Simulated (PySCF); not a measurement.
SMILES c1c(OC)ccc(C(=O)C)c1 at its GFN2-xTB optimised geometry (Å):

```
21

C     -0.9998    -3.7197     0.0041
O     -1.6173    -2.4538     0.0010
C     -0.8374    -1.3460     0.0000
C     -1.5173    -0.1232    -0.0010
C     -0.8279     1.0668    -0.0007
C      0.5695     1.0769     0.0003
C      1.3837     2.3126     0.0025
C      0.6400     3.6276     0.0106
O      2.5959     2.2738    -0.0016
C      1.2381    -0.1471     0.0000
C      0.5558    -1.3460     0.0000
H     -0.3851    -3.8638     0.8980
H     -0.3856    -3.8686    -0.8893
H     -1.8132    -4.4434     0.0063
H     -2.5959    -0.1429    -0.0017
H     -1.3854     1.9899    -0.0014
H      1.3584     4.4434     0.0158
H      0.0107     3.6969     0.8950
H      0.0117     3.7079    -0.8737
H      2.3180    -0.1359     0.0002
H      1.1125    -2.2698     0.0001
```

Calculation: B3LYP/def2-SVP in PySCF 2.14.0. Cells within 0.4 Å of a nucleus heavier than hydrogen are left out (blank, or x).

Map of the Laplacian of the electron density (e/bohr⁵), clipped to [-1.50, 1.50] on the plane z = 0.0 Å:

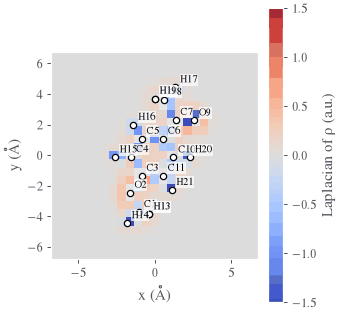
*Laplacian of the electron density (e/bohr⁵), clipped to [-1.50, 1.50] on the plane z = 0.0 Å.*
